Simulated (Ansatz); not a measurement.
The calculation's input:

```
crystal:
  periodic: [false, false, false]
  atoms:
    - {symbol: F, position_ang: [0.520732, 0.975219, -1.714717]}
    - {symbol: O, position_ang: [-1.043847, 1.105716, 0.699415]}
    - {symbol: O, position_ang: [1.622010, -0.003961, 0.778233]}
    - {symbol: O, position_ang: [-0.483108, -1.451703, -0.594100]}
    - {symbol: Ti, position_ang: [0.149713, 0.159274, -0.206989]}
    - {symbol: H, position_ang: [-1.625347, 1.839200, 0.480731]}
    - {symbol: H, position_ang: [2.229742, -0.745292, 0.855014]}
    - {symbol: H, position_ang: [-1.277695, -1.935453, -0.353287]}
basis:
  gaussian: {orbitals: def2-TZVPD}
hamiltonian: {xc: pbe0}
output: {forces: true, orbitals: {seedname: orbitals}}
```

Command:

```sh
ansatz run input.yaml --threads 2 --pin off --max-ram 5220MiB --events-out events.jsonl --progress --plain --runs-dir runs
```

Geometry: PBE0-D4/def2-SVP.

Level of theory: Ansatz, isolated molecule in a Gaussian basis; Kohn-Sham density functional theory, functional PBE0.

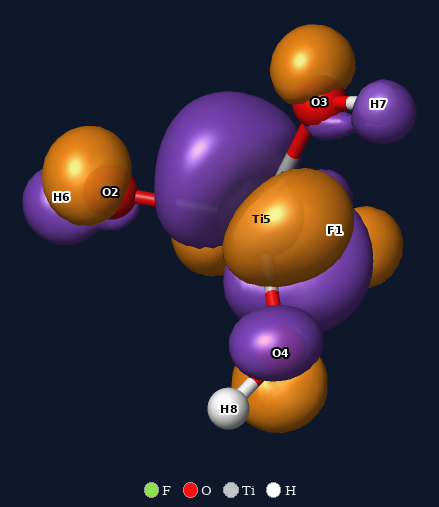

FH3O3Ti. The LUMO at ±0.1 Å⁻³ᐟ² (orange and purple are the two phases), seen at an oblique angle.

> What is the character of this orbital?

By Hirshfeld shares it lies mainly on Ti5 (about 75 %) and O4 (about 5 %). Its energy is −1.46 eV.
